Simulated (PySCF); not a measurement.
```csv
atom,x (Å),y (Å),z (Å)
N,-0.8967,-0.7313,0.3345
Si,0.1179,0.6509,0.2351
S,1.3930,0.3021,-1.4617
H,-1.5625,-0.7993,1.0863
H,-1.2815,-1.1271,-0.5094
H,-0.4821,1.9427,-0.0762
H,0.9144,0.6685,1.4532
H,1.8067,-0.8973,-1.0864
```

Geometry: GFN2-xTB.

Level of theory: PBE0/pcSseg-1, SCF density, gas phase, non-relativistic (PySCF).

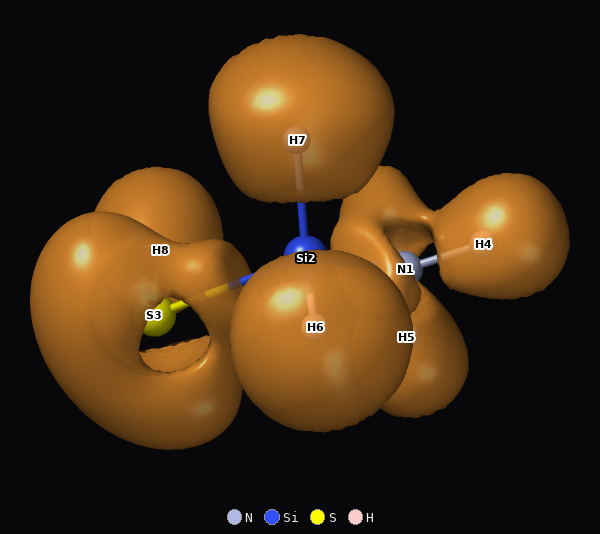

H5NSSi. Isosurface of the ELF at 0.8 (orange), seen from one side. Only the valence region is drawn (cores and ρ < 0.01 e/Å³ removed).

> Describe the localisation domains.

The ELF exceeds this value in three regions around hydrogen nuclei, one region on S in which the atom's valence shell and bonds are merged and one joined region spread over several atoms (H, N), in which their bonds and any lone pairs are merged. Profiles from the grid: Si–N (1.72 Å): the ELF peaks at about 0.90 between the atoms: a shared but strongly polarised pair. Si–S (2.15 Å): the ELF peaks at about 0.95 between the atoms (localised, covalent bonding).
